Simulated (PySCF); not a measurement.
# PBE0/6-31G(d) (spherical functions) run of Si2NH7 (SMILES [SiH3]N[SiH3])

What is the energy change on altering one bond length of Si2NH7 at PBE0/6-31G* (spherical functions)? Input form: a Python script.

Program for the calculation: PySCF 2.14.0.

1 further run of the same task is left out (set aside as unsound or not needed).

## Step 1: The molecule

Si2NH7 has 10 atoms, charge 0, and is taken as a singlet. As SMILES, `[SiH3]N[SiH3]`. The coordinates come from a PBE0-D4/def2-TZVP relaxation.

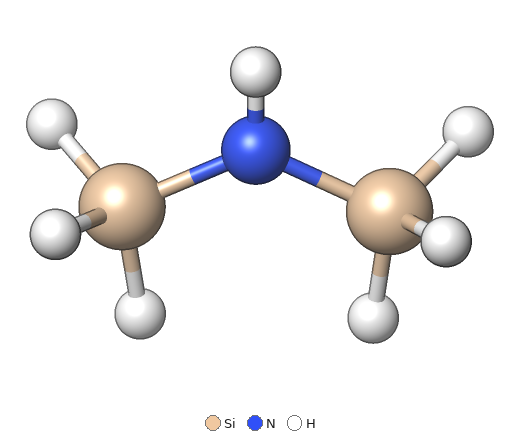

Viewed from a chosen angle; silicon light orange, nitrogen blue, hydrogen white.

## Step 2: A single-point energy at PBE0/6-31G(d) (spherical functions)

input.py reads:

```python
from pyscf import gto, dft

mol = gto.M(
    atom='''
Si    -1.970606     1.433149    -1.662940
N      0.226748     0.945638     0.696685
Si     1.881846    -1.767385     1.427480
H     -2.595747    -1.071966    -2.755674
H     -1.005863     3.109280    -3.708758
H     -4.297766     2.633447    -0.635779
H      0.684062     2.489317     1.725207
H      0.761730    -3.859369    -0.065649
H      1.695538    -2.348967     4.173120
H      4.620059    -1.563144     0.806308
''',
    unit='bohr',
    charge=0,
    max_memory=1860,
    basis='6-31g*',
    verbose=4,
)

mf = dft.RKS(mol)
mf.xc = 'pbe0'
mf.grids.level = 5
mf.conv_tol = 1e-10
mf.kernel()
if not mf.converged:
    mf = mf.newton().run(mf.mo_coeff, mf.mo_occ)

e_final = mf.e_tot
print(f'total energy: {e_final:.8f} hartree')
```

Run with:

```bash
$ OMP_NUM_THREADS=1 python input.py
```

What it wrote:

```text
PySCF version 2.14.0

[INPUT] num. atoms = 10
[INPUT] num. electrons = 42
[INPUT] charge = 0
[INPUT] spin (= nelec alpha-beta = 2S) = 0
[INPUT] symmetry False subgroup None
[INPUT] Mole.unit = bohr
[INPUT] Symbol           X                Y                Z      unit          X                Y                Z       unit  Magmom
[INPUT]  1 Si    -1.042799786902   0.758389790653  -0.879989951127 AA   -1.970606000000   1.433149000000  -1.662940000000 Bohr   0.0
[INPUT]  2 N      0.119989874222   0.500410079380   0.368669825190 AA    0.226748000000   0.945638000000   0.696685000000 Bohr   0.0
[INPUT]  3 Si     0.995830017661  -0.935259864922   0.755389885044 AA    1.881846000000  -1.767385000000   1.427480000000 Bohr   0.0
[INPUT]  4 H     -1.373610157714  -0.567259978081  -1.458239881525 AA   -2.595747000000  -1.071966000000  -2.755674000000 Bohr   0.0
[INPUT]  5 H     -0.532279776908   1.645360118369  -1.962590214417 AA   -1.005863000000   3.109280000000  -3.708758000000 Bohr   0.0
[INPUT]  6 H     -2.274279825067   1.393560138566  -0.336439757982 AA   -4.297766000000   2.633447000000  -0.635779000000 Bohr   0.0
[INPUT]  7 H      0.361990021256   1.317289827156   0.912940228520 AA    0.684062000000   2.489317000000   1.725207000000 Bohr   0.0
[INPUT]  8 H      0.403090156874  -2.042290123331  -0.034739954720 AA    0.761730000000  -3.859369000000  -0.065649000000 Bohr   0.0
[INPUT]  9 H      0.897240069849  -1.243019805603   2.208320002434 AA    1.695538000000  -2.348967000000   4.173120000000 Bohr   0.0
[INPUT] 10 H      2.444829935906  -0.827180182186   0.426679818582 AA    4.620059000000  -1.563144000000   0.806308000000 Bohr   0.0

nuclear repulsion = 156.903600361245
number of shells = 36
number of NR pGTOs = 157
number of NR cGTOs = 64
basis = 6-31g*
ecp = {}

******** <class 'pyscf.dft.rks.RKS'> ********
method = RKS
initial guess = minao
damping factor = 0
level_shift factor = 0
DIIS = <class 'pyscf.scf.diis.CDIIS'>
diis_start_cycle = 1
diis_space = 8
diis_damp = 0
SCF conv_tol = 1e-10
SCF conv_tol_grad = None
SCF max_cycles = 50
direct_scf = True
direct_scf_tol = 1e-13
XC library pyscf.dft.libxc version 7.0.0
    S. Lehtola, C. Steigemann, M. J.T. Oliveira, and M. A.L. Marques.,  SoftwareX 7, 1–5 (2018)
XC functionals = pbe0
radial grids:
    Treutler-Ahlrichs [JCP 102, 346 (1995); DOI:10.1063/1.469408] (M4) radial grids

becke partition: Becke, JCP 88, 2547 (1988); DOI:10.1063/1.454033
pruning grids: <function nwchem_prune>
grids dens level: 5
symmetrized grids: False
atomic radii adjust function: <function treutler_atomic_radii_adjust>
small_rho_cutoff = 0
Set gradient conv threshold to 1e-05
Initial guess from minao.
tot grids = 294000
init E= -637.494196606518
  HOMO = -0.303312314258654  LUMO = -0.0366723165319245  gap/eV = 7.25564
cycle= 1 E= -637.576491247593  delta_E= -0.0823  |g|= 0.394  |ddm|= 2.57
  HOMO = -0.196094133528313  LUMO = 0.0288970497444279  gap/eV = 6.12232
cycle= 2 E= -637.538867366807  delta_E= 0.0376  |g|= 0.558  |ddm|= 0.733
  HOMO = -0.273054326190601  LUMO = 0.0116168635025979  gap/eV = 7.74630
cycle= 3 E= -637.609632627214  delta_E= -0.0708  |g|= 0.0368  |ddm|= 0.484
  HOMO = -0.267113042830084  LUMO = 0.0146974860828348  gap/eV = 7.66846
cycle= 4 E= -637.610018956011  delta_E= -0.000386  |g|= 0.00561  |ddm|= 0.0496
  HOMO = -0.268153076303662  LUMO = 0.0141781284080142  gap/eV = 7.68262
cycle= 5 E= -637.610029562883  delta_E= -1.06e-05  |g|= 0.000594  |ddm|= 0.00798
  HOMO = -0.268120617473027  LUMO = 0.0142150044789284  gap/eV = 7.68274
cycle= 6 E= -637.610029709315  delta_E= -1.46e-07  |g|= 9.29e-05  |ddm|= 0.00117
  HOMO = -0.268103347043778  LUMO = 0.0142284817837512  gap/eV = 7.68264
cycle= 7 E= -637.610029712816  delta_E= -3.5e-09  |g|= 2.32e-05  |ddm|= 0.000184
  HOMO = -0.268105204315337  LUMO = 0.0142260816863775  gap/eV = 7.68263
cycle= 8 E= -637.610029712991  delta_E= -1.75e-10  |g|= 3.37e-06  |ddm|= 3.73e-05
  HOMO = -0.268104678372775  LUMO = 0.0142264382069719  gap/eV = 7.68262
cycle= 9 E= -637.610029712994  delta_E= -3.18e-12  |g|= 3.15e-07  |ddm|= 5.54e-06
  HOMO = -0.268104731581442  LUMO = 0.0142264278576181  gap/eV = 7.68262
Extra cycle  E= -637.610029712995  delta_E= -1.36e-12  |g|= 1.37e-07  |ddm|= 7.39e-07
converged SCF energy = -637.610029712995
total energy: -637.61002971 hartree
```

Run time: 29 s. Hardware: 1 thread of Intel Xeon at 2.50GHz (Skylake/Cascade Lake), shared host; peak memory 0.34 GiB.

## Step 3: The distorted shape at the same level

calc.py reads:

```python
from pyscf import gto, dft

mol = gto.M(
    atom='''
Si  -0.924489   1.127710  -2.623546
N    0.238301   0.869730  -1.374886
Si   1.114141  -0.565940  -0.988166
H   -1.255299  -0.197940  -3.201796
H   -0.413969   2.014680  -3.706146
H   -2.155969   1.762880  -2.079996
H    0.480301   1.686610  -0.830616
H    0.521401  -1.672970  -1.778296
H    0.897240  -1.243020   2.208320
H    2.563141  -0.457860  -1.316876
''',
    spin=0,
    max_memory=1860,
    verbose=3,
    basis='6-31g*',
    charge=0,
)

calc0 = dft.RKS(mol)
calc0.xc = 'pbe0'
calc0.conv_tol = 1e-10
calc0.grids.level = 5
calc0.kernel()
if not calc0.converged:
    calc0 = calc0.newton().run(calc0.mo_coeff, calc0.mo_occ)

e_tot = calc0.e_tot
print(f'total energy: {e_tot:.8f} hartree')
```

Run with:

```bash
$ OMP_NUM_THREADS=1 python calc.py
```

What it wrote:

```text
converged SCF energy = -637.447022827744
total energy: -637.44702283 hartree
```

Wall time 32 s (1 thread of Intel Xeon at 2.50GHz (Skylake/Cascade Lake), shared host); peak memory 0.34 GiB.

## Step 4: Results

At PBE0/6-31G* (spherical functions):

| quantity | value |
| --- | --- |
| first shape: total energy | -637.61003 Eh |
| first shape: dipole moment | 0.93 D |
| first shape: HOMO energy | -7.30 eV |
| first shape: LUMO energy | 0.39 eV |
| first shape: HOMO–LUMO gap | 7.68 eV |
| distorted shape: total energy | -637.44702 Eh |
| distorted shape: dipole moment | 3.20 D |
| distorted shape: HOMO energy | -5.88 eV |
| distorted shape: LUMO energy | -3.08 eV |
| distorted shape: HOMO–LUMO gap | 2.80 eV |
| energy change with the Si3–H9 bond stretched from 1.488 to 3.275 Å | 4.436 eV |

What this shows: One bond (distorted shape) is far stretched, which a spin-restricted single reference describes badly; a broken-symmetry solution may lie lower. With the Si3–H9 bond stretched from 1.488 to 3.275 Å the energy rises by 4.44 eV (428 kJ/mol). The first shape isn't relaxed at this level, so the change isn't measured from a minimum. A restricted reference can't describe the breaking bond well at this length. Mulliken charges (distorted shape) run from -0.85 on N2 to +0.50 on Si1; they depend strongly on the basis.
